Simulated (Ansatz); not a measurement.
Sb (A7 type, space group R-3m)

```cif
data_Sb2
_chemical_formula_sum 'Sb2'
_space_group_name_H-M_alt 'P 1'
_space_group_IT_number 1
_cell_length_a 4.44589
_cell_length_b 4.44589
_cell_length_c 4.44589
_cell_angle_alpha 58.154
_cell_angle_beta 58.154
_cell_angle_gamma 58.154
loop_
_space_group_symop_operation_xyz
  'x, y, z'
loop_
_atom_site_label
_atom_site_type_symbol
_atom_site_fract_x
_atom_site_fract_y
_atom_site_fract_z
_atom_site_occupancy
Sb1 Sb 0.23638 0.23638 0.23638 1
Sb2 Sb 0.76362 0.76362 0.76362 1
```

E(V) scan at fixed shape, V₀ the volume above. The atoms relax within the cell's symmetry.

Level of theory: PBE-D3(BJ) (plane waves to 420 eV, PAW, scalar-relativistic; Ansatz, a program for electronic structure). k mesh 13×13×13 (Γ-centred), Fermi-Dirac smearing 0.05 eV. E stands for the smeared free energy. With the shape held, the modulus is that of even scaling; a crystal free to change shape is softer. Sb was relaxed with its symmetry unable to fall. Spin-orbit coupling is left out, though Sb is heavy. The zero of ΔE is the relaxed starting cell.

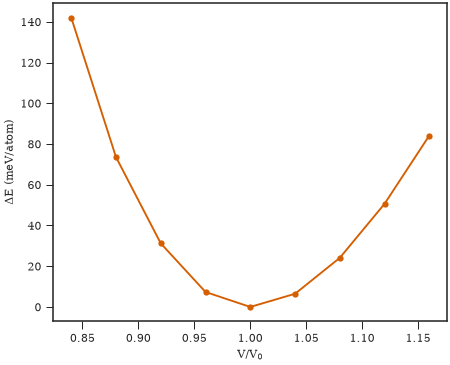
Fig. 1. ΔE (meV/atom) against V/V₀; computed points joined by lines.

Q: What is ΔE at V/V₀ = 0.840?

A: About 140 meV/atom.

Q: What is ΔE at V/V₀ = 1.160?

A: About 84 meV/atom.

Q: What bulk modulus at fixed cell shape B₀ follows from a third-order Birch-Murnaghan fit?

A: About 45 GPa.

(Under strain, the slope of the energy per volume gives the stress and its curvature an elastic modulus.)
